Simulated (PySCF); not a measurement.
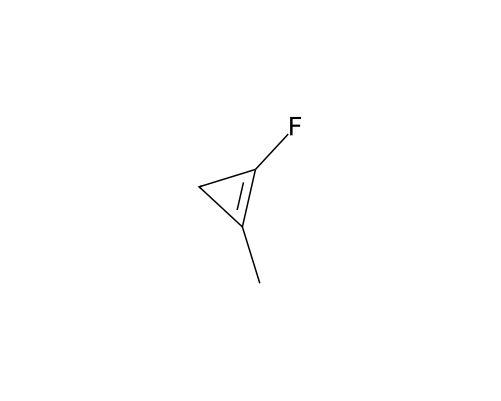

2D structure.

Question: Transcribe the drawing into SMILES.

Answer: CC1=C(F)C1

Question: What is the molecular formula?

Answer: C4H5F.

Question: An optimisation with PBE0-D3(BJ)/def2-SVP gave a structure of which point group?

Answer: Cs.

More results for the same structure follow; atom numbers are the same in all pictures, views and colours differ. The geometry was computed by an optimisation with PBE0-D3(BJ)/def2-SVP. No frequency run is at hand to confirm it as a minimum.

**Ring current**

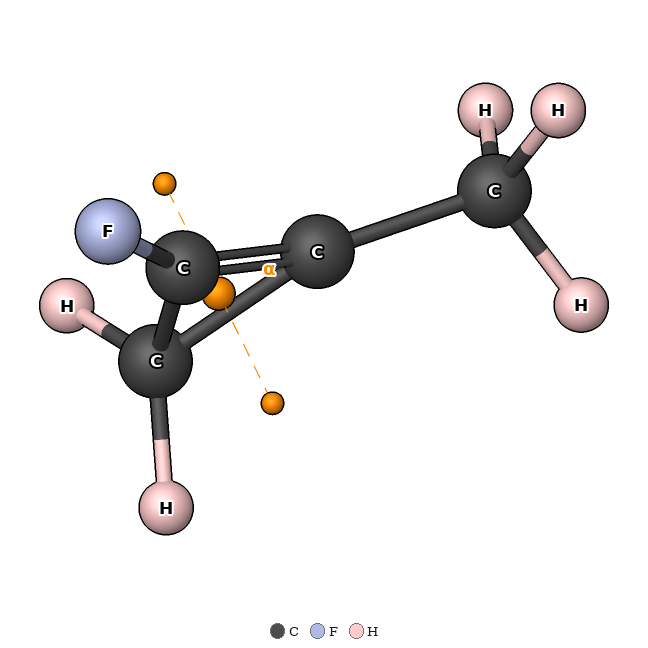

The small points mark where nucleus-independent chemical shifts (NICS) were computed: at the centre of each lettered ring and 1 Å above and below it. No frequency run is at hand to confirm it as a minimum. Method: GIAO PBE0/IGLO-III NMR shielding, non-relativistic, gas phase (PySCF 2.14.0).

Give NICS(0), NICS(1) and the out-of-plane component NICS(1)zz for each ring (means of the two sides).

```
ring  members  NICS(0)  NICS(1)  NICS(1)zz
   α       C3    −33.0     −5.4      −10.4
```

Values in ppm.

**Levels of theory compared**

No frequency run is at hand to confirm it as a minimum. Program: PySCF 2.14.0.

Compare HOMO–LUMO gap (eV), dipole (D) at these levels: HF/def2-SVPD; PBE0/6-311+G(2d,p); PBE0/6-31G*; PBE0/IGLO-III; PBE0/aug-cc-pVDZ; PBE0/cc-pVDZ; PBE0/cc-pVTZ; PBE0/def2-SVP; PBE0/def2-TZVP; PBE0/pcSseg-0.

```tsv
level	HOMO–LUMO gap (eV)	dipole (D)
HF/def2-SVPD	12.01	1.93
PBE0/6-311+G(2d,p)	7.08	1.77
PBE0/6-31G*	7.88	1.47
PBE0/IGLO-III	7.46	1.73
PBE0/aug-cc-pVDZ	6.68	1.75
PBE0/cc-pVDZ	7.80	1.52
PBE0/cc-pVTZ	7.74	1.63
PBE0/def2-SVP	7.80	1.58
PBE0/def2-TZVP	7.72	1.67
PBE0/pcSseg-0	7.81	1.80
```

**NMR shielding**

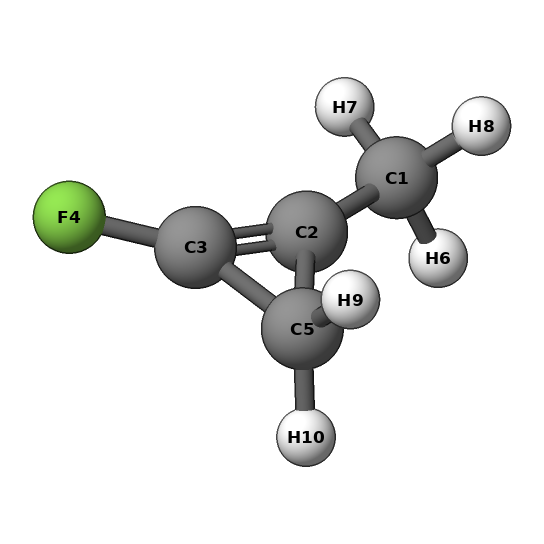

The questions are on isotropic NMR shieldings of the H atoms. No frequency run is at hand to confirm it as a minimum. Method: GIAO PBE0/6-311+G(2d,p) NMR shielding, non-relativistic, gas phase (PySCF 2.14.0).

Give the isotropic NMR shieldings of the H atoms atom by atom.

```csv
atom,σ (ppm)
H6,29.82
H7,29.47
H8,29.82
H9,29.49
H10,29.50
```
